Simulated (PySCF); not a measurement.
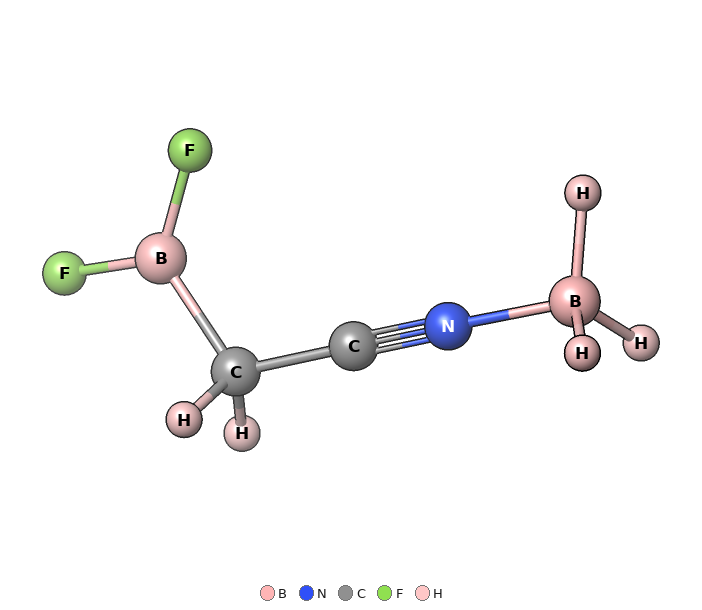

Orthographic view. Distant atoms are faded towards the background colour. The geometry was computed by an optimisation with PBE0-D3(BJ)/def2-SVP. No frequency run is at hand to confirm it as a minimum.

Q: Give the standard InChI.

A: InChI=1S/C2H5B2F2N/c3-7-2-1-4(5)6/h1H2,3H3
